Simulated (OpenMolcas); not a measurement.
# Run report: C$_{2}$H$_{4}$Si, energy and gradient calculation (part 1 of 2)

System: C$_{2}$H$_{4}$Si, multiplicity 3, SMILES C=C[SiH].
Method: HF/def2-SVP, UHF (OpenMolcas 26.06).

The geometry comes from this level: GFN2-xTB.

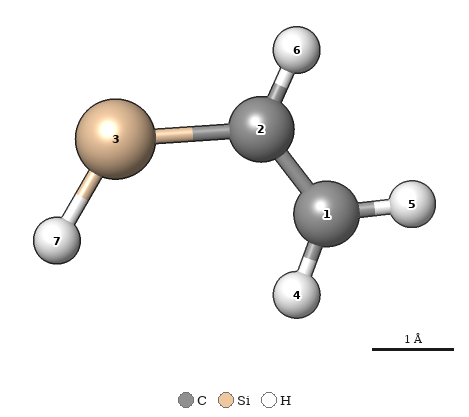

**Figure 1.** The structure (ball-and-stick view, seen on its broad side; atoms are numbered from 1 in the order of the input). Bond lengths as drawn: C–C 1.35 Å, C–H 1.08 Å, C–Si 1.83 Å and H–Si 1.46 Å.

## Summary

```tsv
quantity	value
outcome	converged
total energy	−366.752007 hartree
basis functions	66
largest force	0.696 eV/Å
⟨S²⟩	2.189
dipole moment	0.47 debye
hardware	1 thread of Arm Neoverse V2, 24 GiB of memory available, shared host
wall time	5.1 s
peak memory	0.41 GiB
```

## Remarks

The record of the run, not the program, notes: spin contamination.

## The input
```
* C2H4Si Hartree-Fock
&gateway
baslib
$CurrDir
coord
7
angstrom
C       -0.664880       0.403150      -0.661530
C       -0.043620       0.393820       0.534920
Si       1.210520      -0.843240       1.034030
H       -0.458220      -0.333550      -1.419980
H       -1.396740       1.153360      -0.910180
H       -0.297240       1.164440       1.252740
H        1.650180      -1.937980       0.169990
basis
def2-SVP
group
NoSym
&seward
&scf
uhf
spin
3
thresholds
1e-10 1e-07 1e-07 1e-05
prorbitals
1 1
&alaska
```

Command:
```bash
export MOLCAS_MEM=1860
pymolcas mol.input > mol.log
```

## Log
```
--- Start Module: gateway ---

                                              &GATEWAY

                       available to each process: 1.9 GB of memory, 1 thread

 Basis Set     1 Label: C.DEF2-SVP
 Basis set is read from library:.
 basistype.tbl is not found

 Basis Set     2 Label: SI.DEF2-SVP
 Basis set is read from library:.
 basistype.tbl is not found

 Basis Set     3 Label: H.DEF2-SVP
 Basis set is read from library:.
 basistype.tbl is not found

++    Symmetry information:
      ---------------------

                    Character Table for C1

                             E
                    a        1  x, y, xy, Rz, z, xz, Ry, yz, Rx, I
--

++    Basis set information:
      ----------------------

      Basis set label: C.DEF2-SVP.........

      Electronic valence basis set:
      ------------------
      Associated Effective Charge   6.000000 au
      Associated Actual Charge      6.000000 au
      Nuclear Model: Point charge

      Shell  nPrim  nBasis  Cartesian Spherical Contaminant
         s       7       3        X
         p       4       2        X
         d       1       1                 X

      Basis set label: SI.DEF2-SVP.........

      Electronic valence basis set:
      ------------------
      Associated Effective Charge  14.000000 au
      Associated Actual Charge     14.000000 au
      Nuclear Model: Point charge

      Shell  nPrim  nBasis  Cartesian Spherical Contaminant
         s      10       4        X
         p       7       3        X
         d       1       1                 X

      Basis set label: H.DEF2-SVP.........

      Electronic valence basis set:
      ------------------
      Associated Effective Charge   1.000000 au
      Associated Actual Charge      1.000000 au
      Nuclear Model: Point charge

      Shell  nPrim  nBasis  Cartesian Spherical Contaminant
         s       4       2        X
         p       1       1        X
--

++    Molecular structure info:
      -------------------------

                    ************************************************
                    **** Cartesian Coordinates / bohr, angstrom ****
                    ************************************************

     Center  Label                x              y              z                     x              y              z
        1      C1              -1.256441       0.761843      -1.250111             -0.664880       0.403150      -0.661530
        2      C2              -0.082430       0.744212       1.010852             -0.043620       0.393820       0.534920
        3      SI3              2.287551      -1.593493       1.954034              1.210520      -0.843240       1.034030
        4      H4              -0.865910      -0.630318      -2.683373             -0.458220      -0.333550      -1.419980
        5      H5              -2.639456       2.179535      -1.719991             -1.396740       1.153360      -0.910180
        6      H6              -0.561702       2.200473       2.367336             -0.297240       1.164440       1.252740
        7      H7               3.118388      -3.662251       0.321235              1.650180      -1.937980       0.169990

                    ***************************************
                    *    InterNuclear Distances / bohr    *
                    ***************************************

               1 C1            2 C2            3 SI3           4 H4            5 H5            6 H6
    1 C1       0.000000
    2 C2       2.547659        0.000000
    3 SI3      5.326728        3.459951        0.000000
    4 H4       2.035895        4.018766        5.690129        0.000000
    5 H5       2.035526        4.006999        7.211768        3.459601        0.000000
    6 H6       3.954521        2.047057        4.762692        5.797894        4.585165        0.000000
    7 H7       6.417232        5.489784        2.763347        5.839086        8.452564        7.218111

               7 H7
    7 H7       0.000000

                    *******************************************
                    *    InterNuclear Distances / angstrom    *
                    *******************************************

               1 C1            2 C2            3 SI3           4 H4            5 H5            6 H6
    1 C1       0.000000
    2 C2       1.348163        0.000000
    3 SI3      2.818783        1.830927        0.000000
    4 H4       1.077349        2.126639        3.011087        0.000000
    5 H5       1.077154        2.120412        3.816303        1.830742        0.000000
    6 H6       2.092642        1.083256        2.520308        3.068114        2.426365        0.000000
    7 H7       3.395853        2.905069        1.462300        3.089911        4.472904        3.819660

               7 H7
    7 H7       0.000000

                    **************************************
                    *    Valence Bond Angles / degree    *
                    **************************************
                          Atom centers                 Phi
                      2 C2       1 C1       4 H4       122.12
                      2 C2       1 C1       5 H5       121.52
                      4 H4       1 C1       5 H5       116.36
                      1 C1       2 C2       6 H6       118.38

           ***************************************************************
           *              Valence Dihedral Angles / degree               *
           ***************************************************************
                    Atom centers                       Phi1     Phi2     Theta
           4 H4       1 C1       2 C2       6 H6        122.12   118.38   179.94
           5 H5       1 C1       2 C2       6 H6        121.52   118.38     0.05
--

            Nuclear Potential Energy             83.05451694 au

--- Stop Module: gateway /rc=_RC_ALL_IS_WELL_ ---

--- Start Module: seward ---

                                              &SEWARD

                       available to each process: 1.9 GB of memory, 1 thread

               SEWARD will generate:
                  Multipole Moment integrals up to order  2
                  Kinetic Energy integrals
                  Nuclear Attraction integrals (point charge)
                  One-Electron Hamiltonian integrals
                  Velocity integrals
                  Orbital angular momentum around (  0.8387  -0.4717   0.8939 )
                  Velocity quadrupole around (  0.8387  -0.4717   0.8939 )
                  Two-Electron Repulsion integrals

                   Integrals are discarded if absolute value <: 1.00E-14
                   Integral cutoff threshold is set to       <: 1.00E-16

            Nuclear Potential Energy             83.05451694 au

      Basis set specifications :
      Symmetry species         a
      Basis functions           66

--- Stop Module: seward /rc=_RC_ALL_IS_WELL_ ---
--- Module seward spent 1 second ---

--- Start Module: scf ---

                                                &SCF

                       available to each process: 1.9 GB of memory, 1 thread

++    Input section:
      --------------

      Header of the integral files:

      Cartesian coordinates in angstrom:
      -----------------------------------------------------
      No.  Label        X            Y            Z
      -----------------------------------------------------
       1   C1        -0.66488000   0.40315000  -0.66153000
       2   C2        -0.04362000   0.39382000   0.53492000
       3   SI3        1.21052000  -0.84324000   1.03403000
       4   H4        -0.45822000  -0.33355000  -1.41998000
       5   H5        -1.39674000   1.15336000  -0.91018000
       6   H6        -0.29724000   1.16444000   1.25274000
       7   H7         1.65018000  -1.93798000   0.16999000
      -----------------------------------------------------
      Nuclear repulsion energy =   83.05451694
--

++    Orbital specifications:
      -----------------------

      Symmetry species               1
                                     a
      Frozen orbitals                0
      Start temperature = 0.500
      End temperature   = 0.010
      Temperature Factor= 0.460
      Deleted orbitals               0
      Total number of orbitals      66
      Number of basis functions     66
--

      Molecular charge                           0.000

++    Optimization specifications:
      ----------------------------

      SCF Algorithm: Conventional USCF
      D(i)-D(i-1) density differences are used
      Number of density matrices in core                 5
      Maximum number of NDDO SCF iterations            400
      Maximum number of HF SCF iterations              400
      Threshold for SCF energy change             1.00E-10
      Threshold for density matrix                1.00E-07
      Threshold for Fock matrix                   1.00E-07
      Threshold for linear dependence             1.00E-09
      Threshold at which DIIS is turned on        1.50E-01
      Maximum depth in the DIIS procedure                5
      Maximum depth in the BFGS Hessian update          30
      Threshold at which QNR/C2DIIS is turned on  7.50E-02
      Threshold for Norm(delta) (QNR/C2DIIS)      1.00E-05
      All orbitals punched on: UHFORB
--

      Input vectors read from INPORB
      Orbital file label: *Guess orbitals

++ Convergence information
                               UHF SCF        iterations: Energy and convergence statistics

Iter     Tot. SCF        One-elec.       Two-elec.     Energy      Max Dij or  Max Fij      DNorm      TNorm      AccCon     Time
         Energy          Energy          Energy        Change      Delta Norm                                                in Sec.
   1  -361.642804265  -665.719722891   221.022401688   0.00E+00    8.08E-02*   3.91E-01*    8.69E+00   1.06E+02   None         0.
   2  -363.334173576  -661.657646076   215.268955562  -1.69E+00*   1.86E-01*   1.99E-01*    1.98E+01   1.04E+02   EDIIS        0.
   3  -365.050259529  -671.554723247   223.449946781  -1.72E+00*   5.10E-01*   3.14E-01*    1.65E+01   1.07E+02   EDIIS        0.
   4  -363.351315836  -665.178188365   218.772355592   1.70E+00*   2.13E-01*   2.16E-01*    8.08E+00   1.03E+02   EDIIS        0.
   5  -366.651786711  -668.973352227   219.267048579  -3.30E+00*   2.24E-01*   7.15E-02*    4.56E+00   1.05E+02   EDIIS        0.
   6  -366.724759780  -670.012466489   220.233189772  -7.30E-02*   1.97E-01*   5.03E-02*    6.87E-01   1.06E+02   EDIIS        0.
   7  -366.740793774  -669.427106297   219.631795585  -1.60E-02*   6.68E-02*   3.45E-02*    4.74E-01   1.06E+02   EDIIS        0.
   8  -366.746396436  -669.813445240   220.012531866  -5.60E-03*   4.92E-02*   1.36E-02*    2.13E-01   1.06E+02   EDIIS        0.

       Fermi aufbau procedure completed!
      nOcc(alpha)=   16
      nOcc(beta) =   14

   9  -366.748501011  -669.636216741   219.833198792  -2.10E-03*   3.71E-02*   1.10E-02*    1.26E-01   1.06E+02   c2DIIS       0.
  10  -366.749509712  -669.733476917   219.929450267  -1.01E-03*   4.57E-02*   7.86E-03*    7.32E-02   1.06E+02   QNRc2DIIS    0.
  11  -366.750098159  -669.692373409   219.887758312  -5.88E-04*   1.92E-01*   7.08E-03*    5.07E-02   1.06E+02   QNRc2DIIS    0.
  12  -366.751451606  -669.678523271   219.872554728  -1.35E-03*   6.83E-02*   5.69E-03*    2.07E-01   1.06E+02   QNRc2DIIS    0.
  13  -366.751732371  -669.704663536   219.898414228  -2.81E-04*   6.41E-02*   4.79E-03*    7.46E-02   1.06E+02   QNRc2DIIS    0.
  14  -366.751985721  -669.714753587   219.908250928  -2.53E-04*   1.63E-02*   1.19E-03*    8.61E-02   1.06E+02   QNRc2DIIS    0.
  15  -366.752003434  -669.721641535   219.915121163  -1.77E-05*   1.11E-02*   3.62E-04*    1.83E-02   1.06E+02   QNRc2DIIS    0.
  16  -366.752006448  -669.722386691   219.915863306  -3.01E-06*   3.21E-03*   1.65E-04*    1.28E-02   1.06E+02   QNRc2DIIS    0.
  17  -366.752006956  -669.722498532   219.915974638  -5.08E-07*   1.61E-03*   6.95E-05*    3.62E-03   1.06E+02   QNRc2DIIS    0.
  18  -366.752007198  -669.723001088   219.916476953  -2.41E-07*   4.31E-04*   2.82E-05*    2.60E-03   1.06E+02   QNRc2DIIS    0.
  19  -366.752007216  -669.723189964   219.916665811  -1.84E-08*   1.16E-04*   7.93E-06*    8.30E-04   1.06E+02   QNRc2DIIS    0.
  20  -366.752007217  -669.723140561   219.916616406  -1.42E-09*   3.61E-05*   2.06E-06*    2.16E-04   1.06E+02   QNRc2DIIS    0.
  21  -366.752007218  -669.723151535   219.916627380  -1.39E-10*   1.07E-05*   7.68E-07*    5.70E-05   1.06E+02   QNRc2DIIS    0.
  22  -366.752007218  -669.723152097   219.916627942  -1.85E-11    5.05E-06    2.17E-07*    1.81E-05   1.06E+02   QNRc2DIIS    0.
  23  -366.752007218  -669.723156017   219.916631862  -2.50E-12    1.65E-06    1.03E-07*    8.50E-06   1.06E+02   QNRc2DIIS    0.
  24  -366.752007218  -669.723154683   219.916630528  -2.27E-13    5.41E-07    2.96E-08     2.72E-06   1.06E+02   QNRc2DIIS    0.

       Convergence after  24 Iterations
--
```
